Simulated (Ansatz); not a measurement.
Consider FH$_{3}$Si···CH$_{4}$O···H$_{2}$O.

```xyz
14

Si   -0.9186   -0.1604    1.7243
O     0.9965   -0.3553   -0.1000
C     0.7671   -1.3169   -1.1052
H     0.2611    0.5425    2.2812
H    -2.0333   -0.0230    2.7122
H    -0.7478   -1.6052    1.4483
H    -0.5994    1.7256   -0.7940
F    -1.5221    0.6500    0.4084
H     0.9600    0.5302   -0.5241
O     0.2409    2.0031   -1.2016
H     0.6995   -2.3078   -0.6284
H    -0.1783   -1.1395   -1.6540
H     1.5915   -1.3531   -1.8425
H     0.4828    2.8095   -0.7248
```

Theory: RKS B3LYP-D4/def2-SVP (Ansatz).

### What can the converged electron density and electron localisation function tell about the bonding?

C–O (1.41 Å): ρ is about 2.1 e/Å³ halfway, with its minimum of 1.8 e/Å³ about 0.5 Å from C; the ELF peaks at about 0.90 between the atoms: a shared but strongly polarised pair.
C–H (1.11 Å): the density is about 1.9 e/Å³ at the midpoint; the ELF climbs to about 1 towards the hydrogen, as it does in any bond to H (a covalent bond by its length).
Si–H (1.50 Å): ρ is about 0.77 e/Å³ halfway; the ELF climbs to about 1 towards the hydrogen.

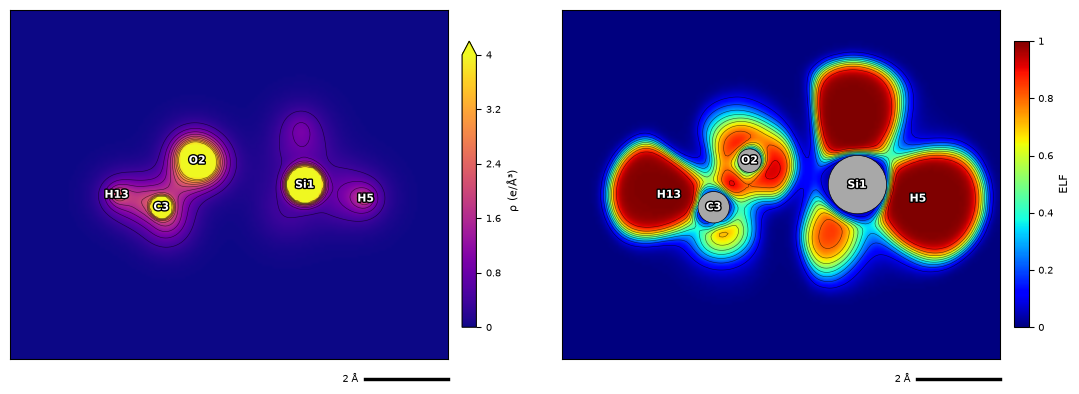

Computed electron density and electron localisation function on the plane of atoms O2, C3 and H13, in this order. Grey discs cover the atomic cores in the ELF map. 
